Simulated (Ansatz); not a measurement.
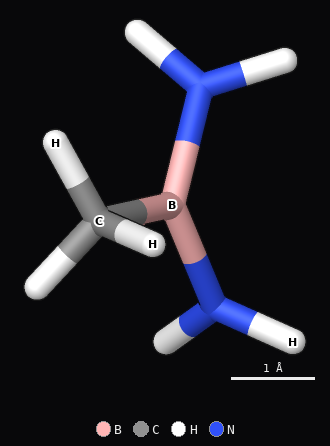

**Figure 1.** The structure as given in the input (stick view, seen at a tilt). Bond lengths as drawn: B–C 1.60 Å, B–N 1.55 Å, C–H 1.11 Å and H–N 1.06 Å.

# Geometry relaxation of CH$_{7}$BN$_{2}$ (part 1 of 2)

- system: CH$_{7}$BN$_{2}$
- method: RKS BLYP/STO-3G (Ansatz 0.2.0)

It belongs to a series of runs on one base structure; here: start relaxed.

The program's output
```
The last accepted step is kept in [file] (removed where the run ends without a failure and the disk answers)
Engine: ansatz 0.2.0, x86_64-unknown-linux-gnu
Functional definition: BLYP
  parameter beta = 0.0042
  parameter a = 0.04918
  parameter b = 0.132
  parameter c = 0.2533
  parameter d = 0.349
  exchange = b88_x(beta = beta)
  correlation = lyp_c(a = a, b = b, c = c, d = d)
400 factors; integrals over basis functions are off by at most 1.6e-5 eV
mean field evaluation 1: about -4741.0896 eV, gradient 2.6e1 eV
mean field evaluation 2: about -4722.0118 eV, gradient 7.5e1 eV
mean field evaluation 4: about -4743.1112 eV, gradient 3.4e0 eV
mean field evaluation 8: about -4743.0165 eV, gradient 4.0e-1 eV
mean field -4743.01711797 eV, -174.3026641529 hartree, gradient 3.9e-5 eV, S^2 0.000000; 0 other end points of the search recorded, 0 dependent functions left out
the calculation of the forces begins
reference -4743.01739865 eV, -174.3026744677 hartree; 16, 16 occupied and 11, 11 virtual orbitals, 400 factors
relax step   1: F+E_penalty+E_count = -4743.01711797 eV  Δ(F+E_penalty+E_count) = +0.000e0 eV  max|allowed force component| = 2.645e0 eV/Å  Δτ_max = 0.0000 Å  (23 SCF iters, accepted)
these checks for a lower state are left out or cut short: starts, cluster_reference, orbital_swaps, neighbouring_geometries, increment
400 factors; integrals over basis functions are off by at most 1.7e-5 eV
mean field evaluation 16: about -4743.6068 eV, gradient 5.7e0 eV
mean field -4743.77184134 eV, -174.3303997254 hartree, gradient 1.2e-5 eV, S^2 0.000000; 0 other end points of the search recorded, 0 dependent functions left out
[... from here on the field's lines of each further geometry are left out, up to the last ...]
relax step   2: F+E_penalty+E_count = -4743.77184134 eV  Δ(F+E_penalty+E_count) = -7.547e-1 eV  max|allowed force component| = 1.429e0 eV/Å  Δτ_max = 0.1948 Å  (24 SCF iters, accepted)
relax step   3: F+E_penalty+E_count = -4744.27871294 eV  Δ(F+E_penalty+E_count) = -5.069e-1 eV  max|allowed force component| = 1.071e0 eV/Å  Δτ_max = 0.1948 Å  (23 SCF iters, accepted)
relax step   4: F+E_penalty+E_count = -4744.61270418 eV  Δ(F+E_penalty+E_count) = -3.340e-1 eV  max|allowed force component| = 8.326e-1 eV/Å  Δτ_max = 0.2000 Å  (30 SCF iters, accepted)
relax step   5: F+E_penalty+E_count = -4744.87445604 eV  Δ(F+E_penalty+E_count) = -2.618e-1 eV  max|allowed force component| = 2.135e0 eV/Å  Δτ_max = 0.1968 Å  (30 SCF iters, accepted)
relax step   6: F+E_penalty+E_count = -4745.11239115 eV  Δ(F+E_penalty+E_count) = -2.379e-1 eV  max|allowed force component| = 1.542e0 eV/Å  Δτ_max = 0.1995 Å  (25 SCF iters, accepted)
relax step   7: F+E_penalty+E_count = -4745.29954517 eV  Δ(F+E_penalty+E_count) = -1.872e-1 eV  max|allowed force component| = 1.021e0 eV/Å  Δτ_max = 0.1960 Å  (25 SCF iters, accepted)
relax step   8: F+E_penalty+E_count = -4745.44257495 eV  Δ(F+E_penalty+E_count) = -1.430e-1 eV  max|allowed force component| = 9.196e-1 eV/Å  Δτ_max = 0.2000 Å  (25 SCF iters, accepted)
relax step   9: F+E_penalty+E_count = -4745.61401742 eV  Δ(F+E_penalty+E_count) = -1.714e-1 eV  max|allowed force component| = 7.434e-1 eV/Å  Δτ_max = 0.2000 Å  (25 SCF iters, accepted)
relax step  10: F+E_penalty+E_count = -4745.74707906 eV  Δ(F+E_penalty+E_count) = -1.331e-1 eV  max|allowed force component| = 5.739e-1 eV/Å  Δτ_max = 0.2000 Å  (25 SCF iters, accepted)
relax step  11: F+E_penalty+E_count = -4745.83233989 eV  Δ(F+E_penalty+E_count) = -8.526e-2 eV  max|allowed force component| = 2.480e-1 eV/Å  Δτ_max = 0.2000 Å  (25 SCF iters, accepted)
relax step  12: F+E_penalty+E_count = -4745.85782583 eV  Δ(F+E_penalty+E_count) = -2.549e-2 eV  max|allowed force component| = 4.864e-2 eV/Å  Δτ_max = 0.1447 Å  (24 SCF iters, accepted)
relax step  13: F+E_penalty+E_count = -4745.85727184 eV  Δ(F+E_penalty+E_count) = +5.540e-4 eV  max|allowed force component| = 2.135e-1 eV/Å  Δτ_max = 0.0235 Å  (23 SCF iters, rejected (line search))
relax step  14: F+E_penalty+E_count = -4745.85857571 eV  Δ(F+E_penalty+E_count) = -7.499e-4 eV  max|allowed force component| = 5.160e-2 eV/Å  Δτ_max = 0.0116 Å  (24 SCF iters, accepted)
relax step  15: F+E_penalty+E_count = -4745.85877243 eV  Δ(F+E_penalty+E_count) = -1.967e-4 eV  max|allowed force component| = 2.449e-2 eV/Å  Δτ_max = 0.0132 Å  (24 SCF iters, accepted)
the calculation of the forces begins
reference -4745.85907587 eV, -174.4071041795 hartree; 16, 16 occupied and 11, 11 virtual orbitals, 403 factors
relax step  16: F+E_penalty+E_count = -4745.85880991 eV  Δ(F+E_penalty+E_count) = -3.748e-5 eV  max|allowed force component| = 1.089e-2 eV/Å  Δτ_max = 0.0053 Å  (19 SCF iters, accepted)
403 factors; integrals over basis functions are off by at most 7.5e-5 eV
mean field evaluation 128: about -4745.9792 eV, gradient 1.5e-1 eV
```

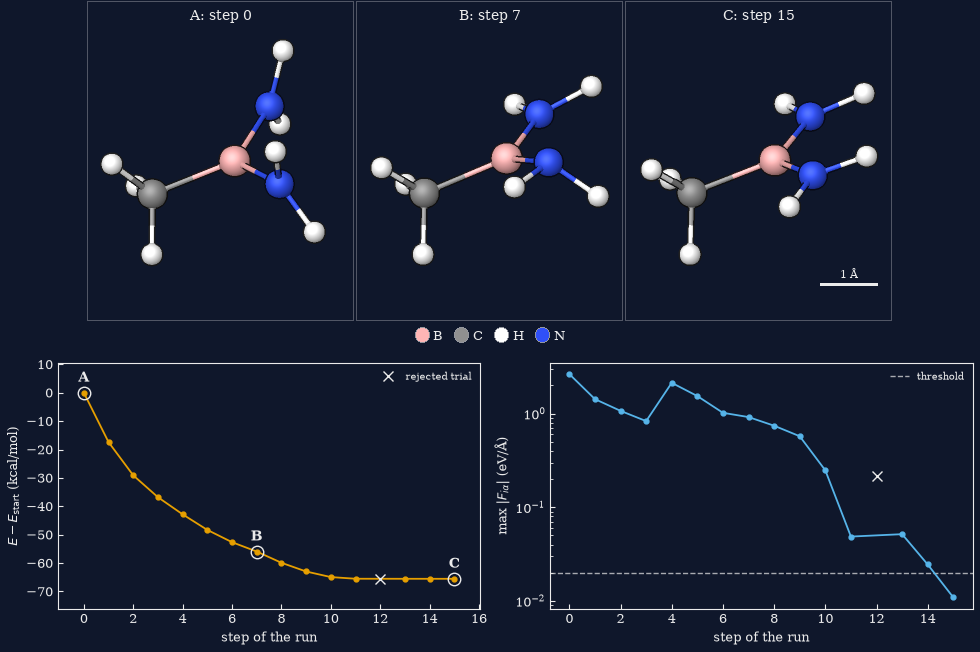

**Figure 2.** Frames of the relaxation (ball-and-stick view, seen at a tilt) above the curves, on which the letters mark them (the first geometry is step 0 here and step 1 in the log).

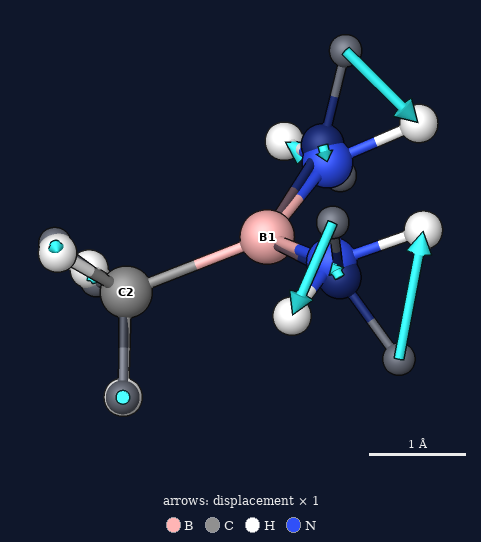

**Figure 3.** Start (faint) and end (solid) with the displacements as teal arrows, at true length (ball-and-stick view, seen at a tilt). The two geometries are laid on each other by the best rigid fit. Over 15 geometry steps the energy falls by 65.5 kcal/mol. The largest force component goes from 2.6 to 0.011 eV/Å. The line search rejected the trial step at point 12 (counted from 0) and went back. The atom that moves furthest after the best rigid fit is H7 (1.40 Å). By element the largest moves are H 1.40 Å, N 0.19 Å, B 0.04 Å, C 0.04 Å. Distances before and after: B1–N9 1.550 → 1.425 Å, B1–N6 1.550 → 1.425 Å, N6–H8 1.060 → 1.045 Å, N6–H7 1.060 → 1.047 Å. Among the angles that change: H10–N9–H11 120.0° → 112.1°, B1–N9–H11 120.0° → 124.8°, B1–N9–H10 120.0° → 123.1°. (Atoms are counted from 1 in the order of the input.)

```
mean field -4745.85880991 eV, -174.4070944054 hartree, gradient 2.5e-5 eV, S^2 0.000000; 1 other end points of the search recorded, 0 dependent functions left out
the calculation of the forces begins
reference -4745.85907587 eV, -174.4071041795 hartree; 16, 16 occupied and 11, 11 virtual orbitals, 403 factors
Total energy: -4745.85907587 eV, -174.4071041795 hartree
Atom 0 at    -0.002266    -0.007973    -0.041002 Å, force    -0.005117     0.003075     0.001554 eV/Å
Atom 1 at    -0.007842     0.038070     1.565364 Å, force    -0.002862     0.007805    -0.003482 eV/Å
Atom 2 at    -1.017404    -0.132763     1.986929 Å, force    -0.000959    -0.000728     0.002330 eV/Å
Atom 3 at     0.663301    -0.729497     2.002045 Å, force     0.002037    -0.003299    -0.000721 eV/Å
Atom 4 at     0.343222     1.018777     1.947540 Å, force    -0.000113     0.000628     0.002926 eV/Å
Atom 5 at     1.225459     0.138411    -0.749857 Å, force     0.000030    -0.003951    -0.001390 eV/Å
Atom 6 at     1.318169     0.121436    -1.792399 Å, force     0.000892     0.002612    -0.004364 eV/Å
Atom 7 at     2.146503     0.276317    -0.276153 Å, force    -0.001229    -0.003005     0.001996 eV/Å
Atom 8 at    -1.220928    -0.190121    -0.756065 Å, force     0.010893    -0.002942     0.002269 eV/Å
Atom 9 at    -2.147216    -0.301466    -0.285568 Å, force    -0.001057    -0.002840     0.000831 eV/Å
Atom 10 at    -1.300998    -0.231191    -1.799335 Å, force    -0.002516     0.002645    -0.001948 eV/Å
Dipole moment:     0.004676    -0.007599    -0.307679 e Å
```

Trajectory as extended XYZ (Å, eV, eV/Å), 16 frames, from step=1 to step=16
```
11
Properties=species:S:1:pos:R:3:forces:R:3 step=1 energy=-4743.01712
B     0.0000    0.0000    0.0000   -0.0328  -0.1035  -2.6446
C     0.0000    0.0000    1.6000   -0.4653  -1.1422  -0.4493
H    -0.9996   -0.3092    1.9705    0.1679   0.1666   0.3660
H     0.7676   -0.7111    1.9705   -0.0250   0.2416   0.3371
H     0.2320    1.0203    1.9705    0.0313  -0.0543   0.0439
N     1.3423    0.0000   -0.7750   -1.9495   0.9423   1.0624
H     1.8089   -0.9179   -1.0268   -0.1452   1.0438  -0.0532
H     1.7937    0.9179   -1.0532    0.2268  -1.0965  -0.0466
N    -1.3423    0.0000   -0.7750    2.5549   0.0348   1.6419
H    -2.0112   -0.8164   -0.6764   -0.3994   1.1969   0.2302
H    -1.5914    0.8164   -1.4036    0.0364  -1.2295  -0.4879
11
Properties=species:S:1:pos:R:3:forces:R:3 step=2 energy=-4743.77184
B     0.0059   -0.0058   -0.0303   -0.4285  -0.1064  -1.2303
C    -0.0142   -0.0500    1.5772   -0.1578  -0.5660  -0.0281
H    -1.0012   -0.3239    2.0005    0.0668  -0.0369   0.0989
H     0.7645   -0.7195    1.9965   -0.0724   0.0142   0.0959
H     0.2228    0.9746    1.9469   -0.0031  -0.0560  -0.0897
N     1.3102    0.0466   -0.7747   -1.1508   0.6261   0.4130
H     1.7858   -0.8481   -1.0414   -0.0253   0.4184  -0.0537
H     1.8065    0.9244   -1.0469    0.1802  -0.3240  -0.0175
N    -1.3035    0.0037   -0.7504    1.4293   0.1320   0.6719
H    -2.0736   -0.7041   -0.5413    0.0001   1.2522   0.2093
H    -1.5032    0.7022   -1.5345    0.1616  -1.3536  -0.0696
11
Properties=species:S:1:pos:R:3:forces:R:3 step=3 energy=-4744.27871
B    -0.0018   -0.0087   -0.0479    0.3856  -0.0318   0.3004
C    -0.0237   -0.0885    1.5663   -0.0087  -0.0247   0.0233
H    -1.0046   -0.3474    2.0083   -0.0106  -0.1178   0.0376
H     0.7580   -0.7406    2.0026   -0.0496  -0.0973  -0.0078
H     0.2166    0.9450    1.9241   -0.0478  -0.2050  -0.0724
N     1.2622    0.0899   -0.7925   -0.0337   0.1972  -0.3704
H     1.7661   -0.7939   -1.0411   -0.0516   0.2490   0.0588
H     1.8104    0.9399   -1.0347    0.0167   0.0385   0.1427
N    -1.2509    0.0094   -0.7255   -0.8333   0.0029  -0.5398
H    -2.1065   -0.5569   -0.4271    0.3054   1.0605   0.2078
H    -1.4257    0.5517   -1.6310    0.3276  -1.0714   0.2198
11
Properties=species:S:1:pos:R:3:forces:R:3 step=4 energy=-4744.61270
B    -0.0076    0.0020   -0.0740    0.1787  -0.0322   0.6189
C    -0.0186   -0.0949    1.5435   -0.0088   0.3449  -0.0277
H    -1.0017   -0.3325    1.9938   -0.0007  -0.1242  -0.0181
H     0.7469   -0.7680    1.9719   -0.0029  -0.1717  -0.0546
H     0.2505    0.9240    1.9103   -0.0301  -0.0882   0.0557
N     1.2351    0.1314   -0.8544    0.0952   0.8326  -0.7947
H     1.7533   -0.7493   -1.0677    0.0766  -0.0413  -0.0908
H     1.8964    0.9616   -0.8724   -0.4986  -0.6256   0.5062
N    -1.2690   -0.0053   -0.7193   -0.6278  -0.0785  -0.7139
H    -2.1624   -0.4385   -0.3169    0.5835   0.7763  -0.0956
H    -1.4229    0.3694   -1.7133    0.2349  -0.7923   0.6145
11
Properties=species:S:1:pos:R:3:forces:R:3 step=5 energy=-4744.87446
B    -0.0065    0.0085   -0.0845   -0.2320  -0.0465   0.6047
C    -0.0085   -0.0778    1.5348    0.0947   0.3665  -0.0940
H    -0.9914   -0.3340    1.9779    0.0081  -0.0417  -0.0750
H     0.7442   -0.7804    1.9422    0.0228  -0.0808  -0.0562
H     0.2652    0.9252    1.9315    0.0009  -0.0495   0.0974
N     1.1872    0.1726   -0.9437    1.1605   2.1352  -0.2661
H     1.7155   -0.7096   -1.1369    0.1950  -0.3172  -0.1573
H     1.9438    0.9464   -0.6820   -1.4816  -1.7683   0.0605
N    -1.2684   -0.0268   -0.7228   -0.7217  -0.1683  -0.6858
H    -2.1880   -0.3145   -0.2420    0.8521   0.4682  -0.4982
H    -1.3931    0.1904   -1.7730    0.1012  -0.4976   1.0700
```
